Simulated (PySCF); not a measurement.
## Electronic structure of CH$_{2}$Al$_{2}$Cl$_{3}$F$_{3}$ in real space

The calculation's input:

```
{"job": {"kind": "nmr", "xc": "PBE0", "basis": "pcSseg-1"}, "charge": 0, "multiplicity": 1}
F     -1.599402    -0.955066     2.026055
C     -1.763919     0.397651     1.603774
F     -2.540252     0.179104     0.427699
Al    -0.497317    -0.396278     0.297173
Cl     1.501544    -0.640458     1.101043
Al     2.174819     0.320319    -0.767135
F      2.431484    -0.935209    -1.806252
Cl     3.445143     1.847692    -0.432764
Cl     0.131446     1.009752    -1.229847
H     -2.424269     0.873397     2.330152
H     -0.853853    -1.698234    -0.416179
```

Run with:

```sh
OMP_NUM_THREADS=1 python probes_run.py task.json out
```

Geometry: GFN2-xTB.

Computed with PBE0/pcSseg-1, SCF density, gas phase, non-relativistic in PySCF 2.14.0.

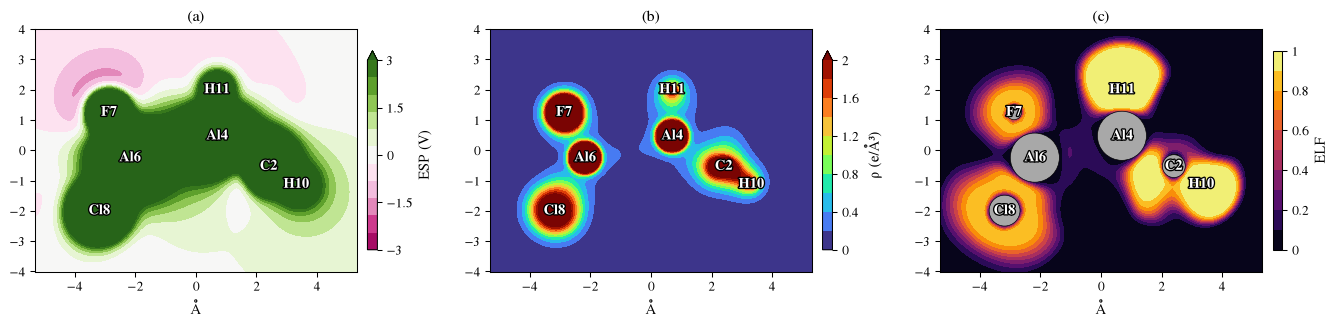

Figure 1. (a) electrostatic potential; (b) total electron density; (c) ELF on the plane of atoms C2, Al4 and H11. Grey discs cover the atomic cores in the ELF map.

Q: Describe what can be read from this map.

A: Atoms in the plane: C, Al, F, Cl and H. Al–F (1.65 Å): ρ at the midpoint is about 0.87 e/Å³; the ELF peaks at about 0.85 in the valence shell of F, 0.5 Å from its nucleus, and is about 0.30 at the midpoint. C–Al (1.99 Å): ρ is about 0.57 e/Å³ halfway; the ELF peaks at about 0.85 in the valence shell of C, 0.7 Å from its nucleus, and is about 0.70 at the midpoint. Al–Cl (2.01 Å): ρ is about 0.86 e/Å³ halfway; the ELF peaks at about 0.85 in the valence shell of Cl, 0.9 Å from its nucleus, and is about 0.80 at the midpoint. C–H (1.09 Å): ρ is about 2.1 e/Å³ halfway; the ELF climbs to about 1 towards the hydrogen, as it does in any bond to H; a covalent bond by its length. Al–H (1.53 Å): ρ is about 0.63 e/Å³ halfway; the ELF climbs to about 1 towards the hydrogen. The ELF also peaks beside Cl8 and F7, away from the bonds: lone-pair regions. Outside the dense part of the molecule the potential is most negative (−1.4 V) near F7.

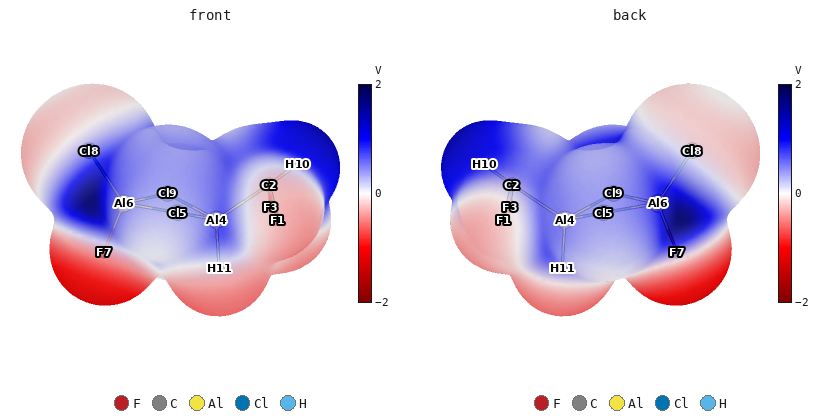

Figure 2. The electrostatic potential painted on the density surface at 0.001 e/bohr³, seen from the front and from behind; red is negative and blue positive.

Q: Where is the surface potential most negative and most positive?

A: The most negative region (about −1.2 V, or −28 kcal/mol for a unit charge) lies over F7, the most positive (about +1.8 V, or +42 kcal/mol for a unit charge) over Al6.

Q: What dipole moment does the calculation give?

A: Its dipole moment is 2.93 D.
